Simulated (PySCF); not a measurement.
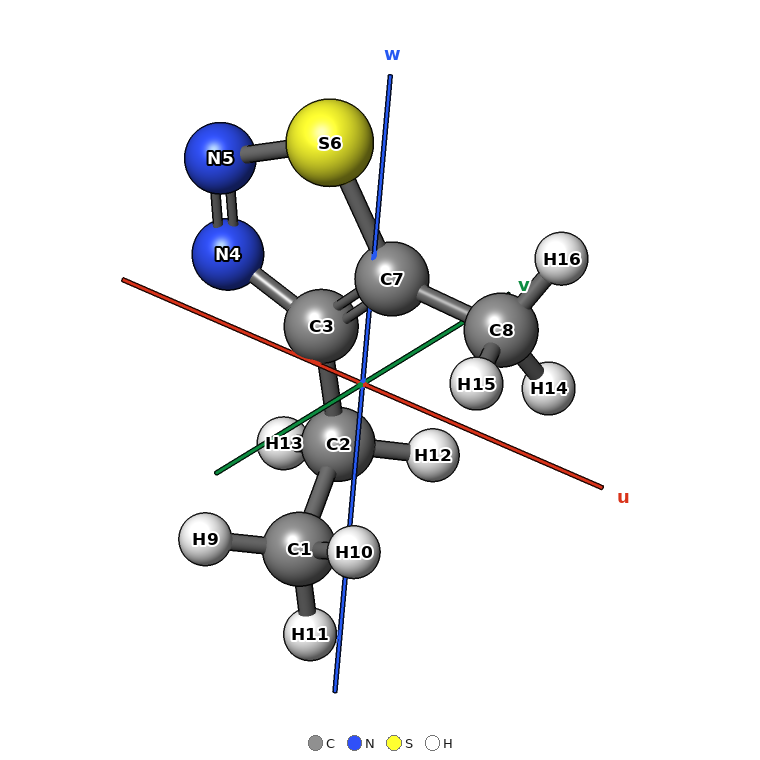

The lines u, v and w are the principal axes of the static dipole polarisability. The computed structure is the end point of a GFN2-xTB optimisation. No frequency run is at hand to confirm it as a minimum. Level of theory: CAM-B3LYP/def2-SVPD (PySCF 2.14.0).

### Along which axis is the molecule most polarisable, and along which least?

Most along w (nearly parallel to the N4–N5 bond), least along v.

### Give the three principal values.

u 93.3, v 65.2, w 107.0 bohr³; mean 88.5, anisotropy 36.9 bohr³.
